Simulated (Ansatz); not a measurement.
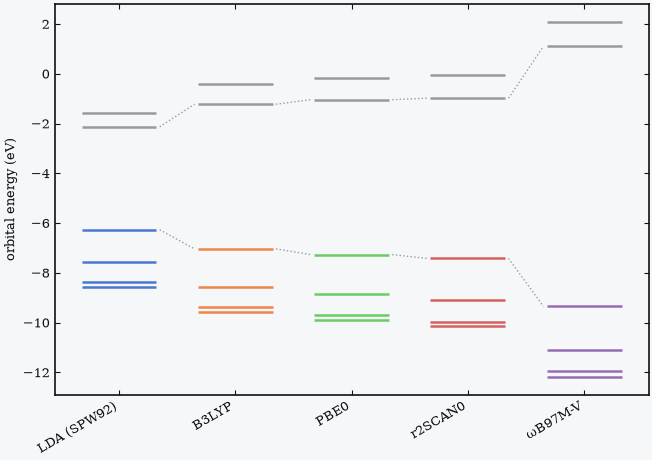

Frontier orbital energies of C₂Cl₄, SMILES ClC(Cl)=C(Cl)Cl at one geometry, def2-TZVPP, the Ansatz code, at a PBE0-D4/def2-TZVP geometry (a minimum by its frequencies). Empty levels are grey, levels within 0.1 eV stand side by side; all columns show the same few orbitals around the gap. Dotted lines join the HOMOs and the LUMOs.

**How do the frontier levels move from column to column?**

The separation grows from 4.14 eV (LDA (SPW92)) to 10.44 eV (ωB97M-V).

| level | HOMO (eV) | LUMO (eV) | separation (eV) |
| --- | --- | --- | --- |
| LDA (SPW92) | −6.27 | −2.13 | 4.14 |
| B3LYP | −7.04 | −1.22 | 5.81 |
| PBE0 | −7.27 | −1.04 | 6.23 |
| r2SCAN0 | −7.42 | −0.98 | 6.44 |
| ωB97M-V | −9.35 | 1.10 | 10.44 |

Caveats, for all or some of the runs: empty levels above zero depend strongly on the basis.
